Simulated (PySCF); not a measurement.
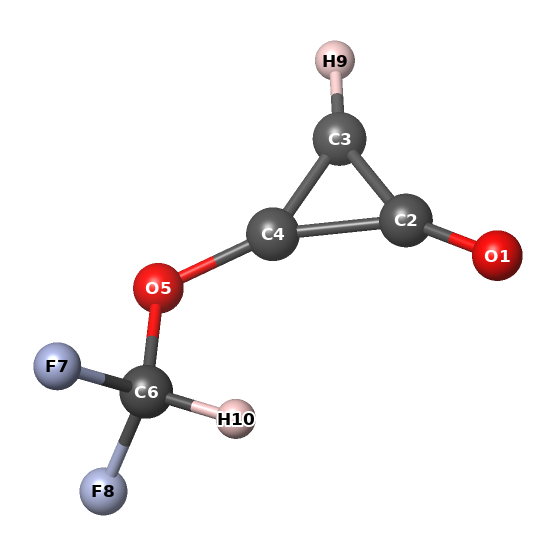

Computed geometry: GFN2-xTB optimisation. No frequency run is at hand to confirm it as a minimum. Level of theory: B3LYP/pcJ-1 indirect spin-spin coupling, non-relativistic, gas phase (PySCF 2.14.0). Isotopes: 13C, 19F, 1H, 17O.

Give the spin–spin coupling constants of these pairs, with the number of bonds between them: C6/F8, C6/F7, O5/F8, O5/F7, F7/H10, F7/F8, F8/H10, C4/F8, C4/F7.

```
   pair  bonds apart  J (Hz)
 C6, F8            1  −330.1
 C6, F7            1  −330.5
 O5, F8            2   −33.8
 O5, F7            2   −33.1
F7, H10            2    75.0
 F7, F8            2   123.7
F8, H10            2    74.6
 C4, F8            3     1.8
 C4, F7            3     1.6
```

Density functionals are unreliable for couplings to fluorine, so those rows may be far off.
